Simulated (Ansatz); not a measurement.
# AlNH₄ (triplet): the correlation ladder at distance Al1–H4 along a hydrogen transfer = 2.368 Å, cc-pVDZ

How much of the correlation energy of AlNH₄ (triplet) does each wave-function method recover here?

Program: Ansatz 0.2.0, Gaussian basis. Level of theory: cc-pVDZ, core rule «outside noble gas», up to 6 orbitals frozen. These are calculated values, not measurements.

Plan: UHF; CCSD(T) on ROHF; CCSD(T) on UHF; BCCD(T) on ROHF; CISD; CCSDT(Q) on ROHF; CCSDT(Q) on UHF; CASSCF and MRCISD+Q, 4 electrons in 4 orbitals; CASSCF and NEVPT2, 4 electrons in 4 orbitals.

5 further runs of the same task are left out: 3 that didn't finish, 2 set aside as unsound or not needed.

## (1) What is computed

The geometry derives from fragments relaxed apart (PBE0/def2-TZVP) and kept rigid, so it is no stationary point. A hydrogen atom is moved between rigid fragments.

6 atoms, charge 0, spin multiplicity 3.

Atoms are counted from 1 here; the program's logs count them from 0.

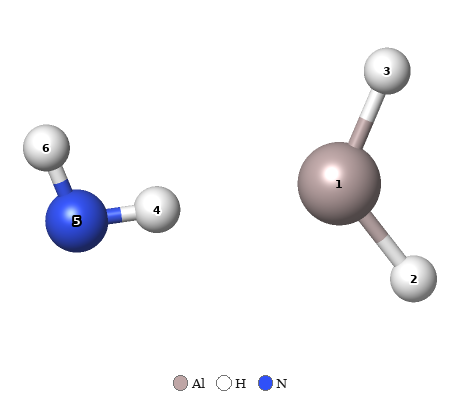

The geometry (aluminium light grey, hydrogen white, nitrogen blue); atoms are numbered from 1 in the order of the file.

As a file:

```csv
atom,x (Å),y (Å),z (Å)
Al1,-1.16014,0.02248,0.00000
H2,-1.95306,1.39587,0.00000
H3,-1.95306,-1.35090,0.00000
H4,1.20786,0.02248,0.00000
N5,2.24786,0.02248,0.00000
H6,2.51694,-0.98174,0.00000
```

## (2) UHF

in.yaml

```yaml
crystal:
  periodic: [false, false, false]
  atoms:
    - {symbol: Al, position_ang: [-1.160139, 0.022483, 0.000000]}
    - {symbol: H, position_ang: [-1.953063, 1.395868, 0.000000]}
    - {symbol: H, position_ang: [-1.953063, -1.350901, 0.000000]}
    - {symbol: H, position_ang: [1.207861, 0.022483, 0.000000]}
    - {symbol: N, position_ang: [2.247861, 0.022483, 0.000000]}
    - {symbol: H, position_ang: [2.516942, -0.981743, 0.000000]}
basis:
  gaussian: {orbitals: cc-pVDZ}
magnetization: {spin_polarized: true, initial_magnetization: 2}
hamiltonian: {xc: hf}
output: {orbitals: {seedname: orbitals}}
```

The run is started by

```bash
ansatz run in.yaml --threads 1 --pin off --events-out ev --progress --plain --max-ram 2393MiB
```

The runs that follow: CCSD(T) on ROHF; CCSD(T) on UHF; BCCD(T) on ROHF; CISD; CCSDT(Q) on ROHF; CCSDT(Q) on UHF; CASSCF and MRCISD+Q, 4 electrons in 4 orbitals; CASSCF and NEVPT2, 4 electrons in 4 orbitals.

Q: Predict the results of all the runs planned. Wanted: UCCSDT(Q) below the RHF energy; RMP2 from UCCSDT(Q); UMP2 from UCCSDT(Q); RCCSD from UCCSDT(Q); RCCSD(T) from UCCSDT(Q); UCCSD(T) from UCCSDT(Q); RCCSDT(Q) from UCCSDT(Q); NEVPT2 pair from UCCSDT(Q); MRCISD+Q pair from UCCSDT(Q).

The runs gave:

| quantity | value |
| --- | --- |
| UCCSDT(Q) below the RHF energy | -6.9118 eV |
| RMP2 from UCCSDT(Q) | +116.2 kJ/mol |
| UMP2 from UCCSDT(Q) | +116.2 kJ/mol |
| RCCSD from UCCSDT(Q) | +14.3 kJ/mol |
| RCCSD(T) from UCCSDT(Q) | +3.0 kJ/mol |
| UCCSD(T) from UCCSDT(Q) | +3.0 kJ/mol |
| RCCSDT(Q) from UCCSDT(Q) | +0.1 kJ/mol |
| NEVPT2 pair from UCCSDT(Q) | +113.5 kJ/mol |
| MRCISD+Q pair from UCCSDT(Q) | +4.5 kJ/mol |
| levels within 1 kcal/mol (43 meV) | RCCSD(T), UCCSD(T), BCCD(T), RCCSDT, UCCSDT, RCCSDT(Q) |
| T1 diagnostic | 0.018 |

RCCSD(T) misses by +3.0 kJ/mol, 0.5 % of the correlation energy. Of the multireference levels listed MRCISD+Q pair comes nearest in total energy (+4.5 kJ/mol), which doesn't show that its space is the better one. These misses are within one basis, not against nature; the frozen cores of restricted and unrestricted runs differ, which can shift their rows.
